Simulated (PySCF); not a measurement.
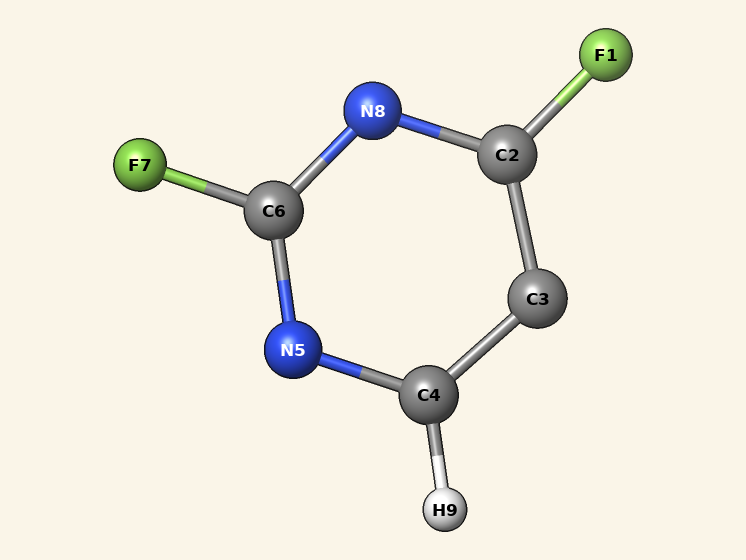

Charge 0, doublet. The computed structure is the end point of a GFN2-xTB optimisation. No frequency run is at hand to confirm it as a minimum. Level of theory: UKS B3LYP, pcH-1 on C F H N, non-relativistic (PySCF 2.14.0). Fermi-contact and spin-dipolar terms alone, no spin-orbit part.

Which nucleus has the largest dipolar (anisotropic) hyperfine coupling?

Answer. 13C at C3: principal values −77.6, −61.1, 138.7 MHz.

List the isotropic and dipolar parts for the most strongly coupled nuclei, one of each equivalent set.

```tsv
atom	isotope	a_iso (MHz)	dipolar part (MHz)
C3	13C	431.1	−77.6, −61.1, 138.7
F7	19F	34.0	−27.3, −0.4, 27.7
F1	19F	−6.8	−24.9, 1.6, 23.3
C2	13C	−3.0	−14.2, −5.3, 19.5
C4	13C	20.8	−12.7, −0.9, 13.6
H9	1H	31.8	−6.3, −5.0, 11.4
N8	14N	0.7	−5.0, −2.8, 7.9
C6	13C	−1.5	−7.7, 2.1, 5.6
```
